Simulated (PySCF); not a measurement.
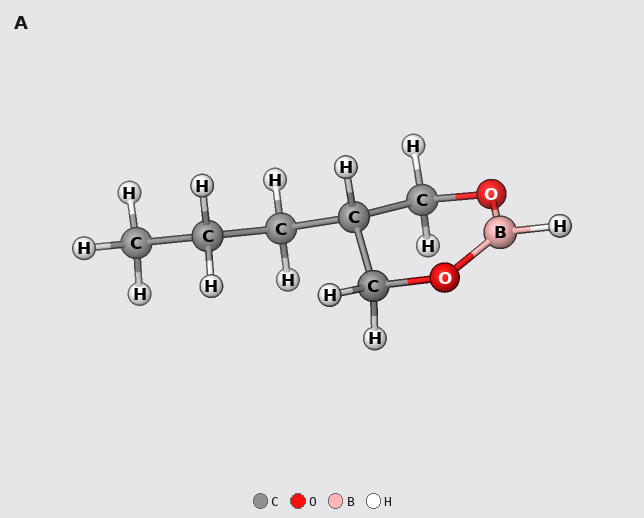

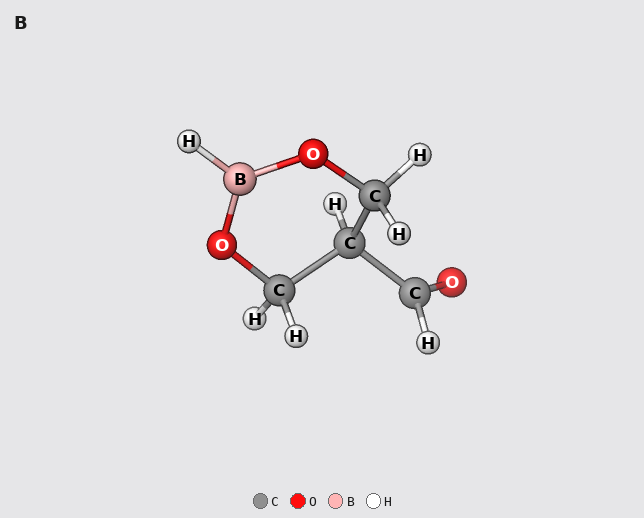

Two related species, optimised with PBE0-D3(BJ)/def2-SVP; properties computed with PySCF 2.14.0. Both: charge 0, singlet.

> What are A and B?

A is C6H13BO2 (CCCC1COBOC1), B is C4H7BO3 (O=CC1COBOC1).

Compare them. With ωB97X-D/pcSseg-1: dipole moment (D), HOMO–LUMO gap (eV), HOMO energy (Kohn–Sham orbital) (eV), shielding of B (ppm). With PBE0/pcSseg-1: Hirshfeld charge of B (e), IAO charge of B (e). With CAM-B3LYP/def2-SVPD: lowest vertical singlet excitation (eV), mean static polarisability (bohr³). With PBE0-D3(BJ)/def2-SVP: mean B–H length (Å), mean B–O length (Å).

```json
{"quantity": "dipole moment (D)", "A": "3.43", "B": "1.84"}
{"quantity": "HOMO–LUMO gap (eV)", "A": "12.95", "B": "10.35"}
{"quantity": "HOMO energy (Kohn–Sham orbital) (eV)", "A": "−10.23", "B": "−9.86"}
{"quantity": "shielding of B (ppm)", "A": "77.9", "B": "78.2"}
{"quantity": "Hirshfeld charge of B (e)", "A": "0.20", "B": "0.21"}
{"quantity": "IAO charge of B (e)", "A": "0.35", "B": "0.36"}
{"quantity": "lowest vertical singlet excitation (eV)", "A": "7.86", "B": "4.15"}
{"quantity": "mean static polarisability (bohr³)", "A": "90.1", "B": "67.6"}
{"quantity": "mean B–H length (Å)", "A": "1.205", "B": "1.203"}
{"quantity": "mean B–O length (Å)", "A": "1.358", "B": "1.359"}
```

Each is one conformer, and no frequency run is at hand to confirm it as a minimum.
